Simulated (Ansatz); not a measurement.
# ClH7Si2: the cost of one run

Method: RHF/def2-SVP, in Ansatz 0.2.0.

## Step 1: The starting structure

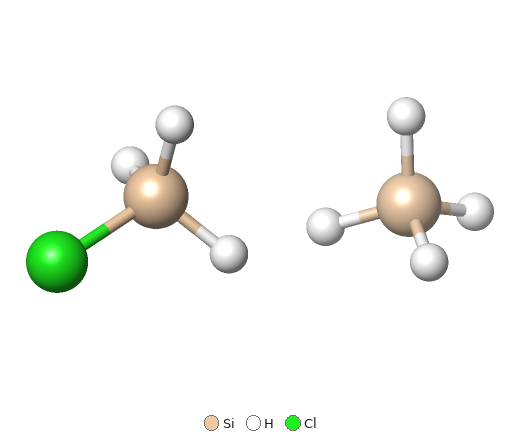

The starting structure, seen from a chosen angle (silicon light orange, hydrogen white, chlorine green).

Structure file:

```xyz
10

Si   -0.0582    0.0804   -2.2791
H    -1.1101    0.4790   -1.3461
H    -0.4971    0.3386   -3.6484
H     0.2215   -1.3455   -2.1236
H     1.1536    0.8468   -1.9987
Si    0.0992   -0.0261    2.1658
Cl   -0.5413   -0.8756    3.8719
H     1.5296    0.2277    2.3003
H    -0.6304    1.2247    1.9876
H    -0.1667   -0.9500    1.0704
```

## Step 2: Relaxing the start

input.yaml reads:

```yaml
crystal:
  periodic: [false, false, false]
  atoms:
    - { symbol: Si, position_ang: [-0.0582, 0.0804, -2.2791] }
    - { symbol: H, position_ang: [-1.1101, 0.479, -1.3461] }
    - { symbol: H, position_ang: [-0.4971, 0.3386, -3.6484] }
    - { symbol: H, position_ang: [0.2215, -1.3455, -2.1236] }
    - { symbol: H, position_ang: [1.1536, 0.8468, -1.9987] }
    - { symbol: Si, position_ang: [0.0992, -0.0261, 2.1658] }
    - { symbol: Cl, position_ang: [-0.5413, -0.8756, 3.8719] }
    - { symbol: H, position_ang: [1.5296, 0.2277, 2.3003] }
    - { symbol: H, position_ang: [-0.6304, 1.2247, 1.9876] }
    - { symbol: H, position_ang: [-0.1667, -0.95, 1.0704] }
basis:
  gaussian: { orbitals: def2-SVP }
hamiltonian:
  xc: hf
relax:
  f_tol: 0.02
  max_steps: 40
scf:
  lower_state_search: "off"
```

The run is started by

```console
$ ansatz run input.yaml --threads 1 --pin off --max-ram 2048MiB --backend cpu --events-out ev --progress --plain --runs-dir out
```

**Question.** How long does this run take on 1 thread of Arm Neoverse V1, shared host, and how much memory does it need?

About 9.8 s, with a peak of 0.15 GiB.
